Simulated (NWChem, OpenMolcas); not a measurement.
# Predicting a hybrid from its neighbours: CH5BOSi

CH5BOSi: 9 atoms, total charge 0, spin state singlet. SMILES: `B[SiH2]C=O`. Geometry: relaxed at PBE0-D4/def2-TZVP. This is one conformer, not always the lowest.

The HOMO–LUMO gap y, in eV, basis def2-SVP; a is the functional's share of exact exchange. Programs: NWChem 7.3.0, OpenMolcas 26.06.

```
functional     program     a  y (eV)
      TPSS  OpenMolcas     0    2.15
    revPBE  OpenMolcas     0    1.95
     B3LYP  OpenMolcas   0.2    3.73
      PBE0      NWChem  0.25       ?
     BHLYP  OpenMolcas   0.5    6.58
```

Problem. Fit y = c + s·a to the known rows and predict PBE0.

Solution. 
1. Means of the 4 rows: a = 0.1750, y = 3.603.
2. Σ(Δa)² = 0.1675, Σ(Δa·Δy) = 1.5143, so the slope is 1.5143/0.1675 = 9.0406.
3. Intercept: 3.603 − (9.0406) × 0.1750 = 2.021. The largest residual of the fit is 0.13.
4. PBE0: 2.021 + (9.0406) × 0.25 = 4.28 eV.

The run gave 4.15 eV, so the prediction is off by +0.13 eV, about the largest residual. Exact exchange lowers occupied levels and raises empty ones. The rows mix families of semi-local functionals, which the line can't see.

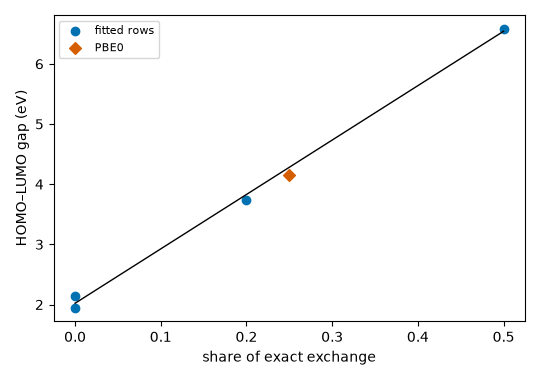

The fitted line, with the withheld row.
